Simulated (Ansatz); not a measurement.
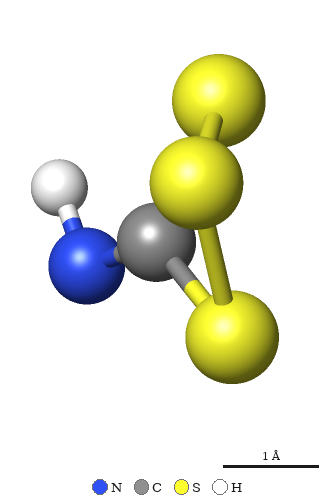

CHNS₃ (coarse preliminary run), before the relaxation. The picture is a ball-and-stick view, seen from a free direction.

The start comes from a force field.

The calculation used Ansatz 0.2.0, RKS PBE-D4/def2-SVP.

The input:
```yaml
crystal:
  periodic: [false, false, false]
  atoms:
    - {symbol: N, position_ang: [-0.456400, 1.308700, 0.543800]}
    - {symbol: C, position_ang: [0.057500, 0.333900, 0.002600]}
    - {symbol: S, position_ang: [0.467300, -1.173000, 0.669500]}
    - {symbol: S, position_ang: [-0.017900, -1.750500, -1.189500]}
    - {symbol: S, position_ang: [0.712800, 0.076600, -1.578800]}
    - {symbol: H, position_ang: [-0.721200, 1.140300, 1.506200]}
basis:
  gaussian: {orbitals: def2-SVP}
hamiltonian: {xc: pbe, dispersion: d4}
relax: {f_tol: 0.03, max_steps: 200}
```

Command:
```bash
ansatz run in.yaml --threads 2 --pin off --events-out ev --progress --plain --max-ram 4352MiB
```

Predict the outcome.

The energy falls by 31.4 kcal/mol in 7 geometry steps. Largest force component: 4.2 eV/Å at the start, 0.0051 eV/Å at the end. The atom that moves furthest after the best rigid fit is S4 (0.64 Å). By element the largest moves are S 0.64 Å, H 0.30 Å, N 0.17 Å, C 0.12 Å. Some distances before and after: C2–S4 2.402 → 2.713 Å, S4–S5 2.006 → 2.160 Å, S3–S4 2.006 → 2.150 Å, C2–S3 1.698 → 1.803 Å. Among the angles between lasting bonds that change: N1–C2–S5 132.8° → 122.8°, S3–C2–S5 97.8° → 104.8°, C2–S3–S4 80.4° → 86.2°. Groups turn about C2–S3 by about 35°, C2–S5 by about 35°, S3–S4 by about 30°.

History of the run:

| step | E − E(0), kcal/mol | largest force component, eV/Å |
| --- | --- | --- |
| 0 | 0.00 | 4.1720 |
| 1 | -22.19 | 0.9961 |
| 2 | -26.77 | 1.7964 |
| 3 | -30.75 | 0.8465 |
| 4 | -31.15 | 0.4959 |
| 5 | -31.37 | 0.0956 |
| 6 | -31.37 | 0.0428 |
| 7 | -31.38 | 0.0051 |

Final geometry:

```xyz
6

N    -0.3309    1.4153    0.5985
C    -0.0512    0.3102    0.0516
S     0.0316   -1.3740    0.6894
S     0.5778   -1.9524   -1.3077
S     0.3731    0.1652   -1.6790
H    -0.5583    1.3717    1.6011
```

The end point in the same view:

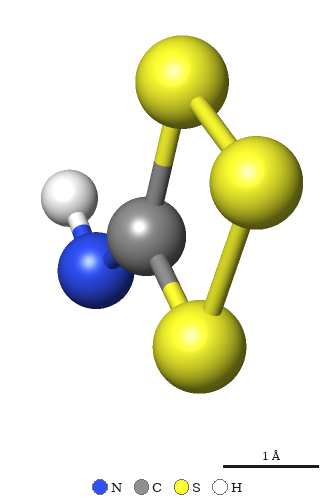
